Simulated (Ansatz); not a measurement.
**The Hf2NS2 MXene monolayer between two gates**

How does the Hf2NS2 MXene monolayer take up charge from its gate?

Calculated with Ansatz 0.2.0; plane-wave DFT, PBE-D3(BJ), Ansatz PAW.

### 1. The starting structure

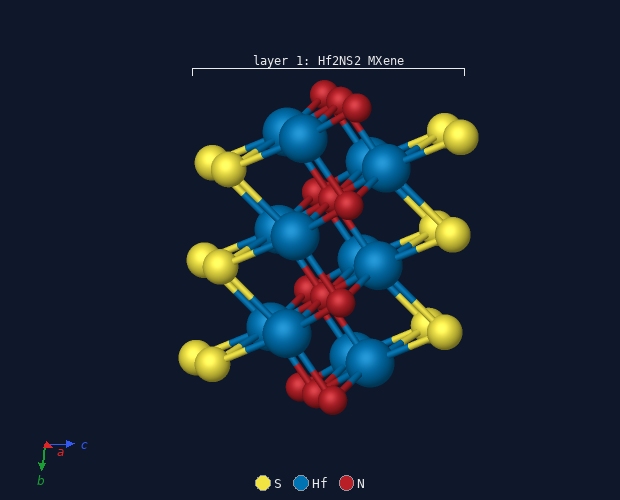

The starting structure, seen from the side, with the c axis across the page (sulfur yellow, hafnium blue, nitrogen red). 2×3×1 cells are drawn. Some periodic images of atoms are drawn too.

The cell holds 5 atoms: 2 S, 2 Hf and 1 N. Cell: a = 3.217 Å, b = 3.217 Å, c = 43.448 Å, α = 90.0°, β = 90.0°, γ = 120.0°. Vacuum lies along c.

### 2. Relaxing the slab

The starting cell is a guess, so the in-plane lattice and the atoms are relaxed first, with the slab cut off from its images along the normal.

The input, input.yaml:

```yaml
crystal:
  lattice:
    - [3.2175, 0.0, 0.0]
    - [-1.60875, 2.7864367367, 0.0]
    - [0.0, 0.0, 43.4484494511]
  atoms:
    - { symbol: S, position: [0.3333333333, 0.6666666667, 0.4280935277] }
    - { symbol: Hf, position: [0.6666666667, 0.3333333333, 0.4707805504], spin: 1.0 }
    - { symbol: "N", position: [0.0, 0.0, 0.5] }
    - { symbol: Hf, position: [0.3333333333, 0.6666666667, 0.5292194496], spin: 1.0 }
    - { symbol: S, position: [0.6666666667, 0.3333333333, 0.5719064723] }
  periodic: [true, true, false]
magnetization:
  spin_polarized: true
kpoints:
  mp_grid: { grid: [12, 12, 1] }
hamiltonian:
  xc: pbe
  dispersion: d3bj
scf:
  occupations: { method: fermi_dirac, width: 0.05 }
  convergence: { dr2_threshold: 1.0e-09 }
relax:
  f_tol: 0.004
  max_steps: 90
  cell: {}
output:
  write_potential: true
  write_density: true
  volumetric_format: npy
```

The run is started by

```
ansatz run input.yaml --threads 4 --pin off --max-ram 12288MiB --backend cpu --events-out ev --progress --plain --runs-dir out
```

The runs that follow: gated layer, added electrons 0, start network; gated layer, added electrons 3×10¹³ per cm², start atoms; gated layer, added electrons -3×10¹³ per cm², start atoms; gated layer, added electrons 8×10¹³ per cm², start atoms; gated layer, added electrons -8×10¹³ per cm², start atoms; gated layer, added electrons 15×10¹³ per cm²; gated layer, added electrons -15×10¹³ per cm²; the series together; relaxing the charged layer, added electrons -15×10¹³ per cm²; relaxing the charged layer, added electrons 15×10¹³ per cm²; the same run with other settings; varying the input: scf.lower_state_search = "light". Settings of the main run: cutoff 420 eV, 54×54×1 k-mesh, Fermi-Dirac occupations, smearing width 0.02585 eV, 1 layers, stack Hf2NS2 MXene monolayer, gates two, alike, added electrons 0, PAW set soft 2, distance from the layer to a gate 5 Å.

Q: Predict the gate voltage at 15×10¹³ holes per cm².

Putting 15×10¹³ holes per cm² on the layer takes -5.67 V on the gates; how far the Fermi level moves against the bands is taken for single layers without spin and with an even electron count alone. Few carriers sample few k-points, so the slopes at the lowest densities depend on the mesh and on the temperature. The gates are charged sheets behind model barriers, not atoms.

| Item | Value |
| --- | --- |
| gap with uncharged gates | none |
| gate voltage at 15×10¹³ holes per cm² | -5.67 V |
| gate voltage at 15×10¹³ electrons per cm² | +5.52 V |
| total capacitance near 11.5×10¹³ holes per cm² | 4.22 µF/cm² |

The first relaxation ran with spin and lost its moment, and the later runs have none; other magnetic states were not tried. Spin-orbit coupling is left out, which matters for the bands of elements this heavy. The MXene's terminations sit over the metal atoms of its far layer; the site over carbon or nitrogen, which some compounds prefer, was not run.

[Logs are printed without paths, hosts, clocks, repeated set-up lines and the standing remarks that a program may print on its own settings, such as how far it seeks lower states.]

[Hosts, paths, dates, database ids (printed as entryN), source tags and the programs' standing remarks are cut or masked in the printed files.]

[Maps of the electrostatic potential energy from Ansatz leave out the sawtooth potential of an applied field or a dipole correction, so their vacuum need not be flat; planar profiles and work functions include it.]
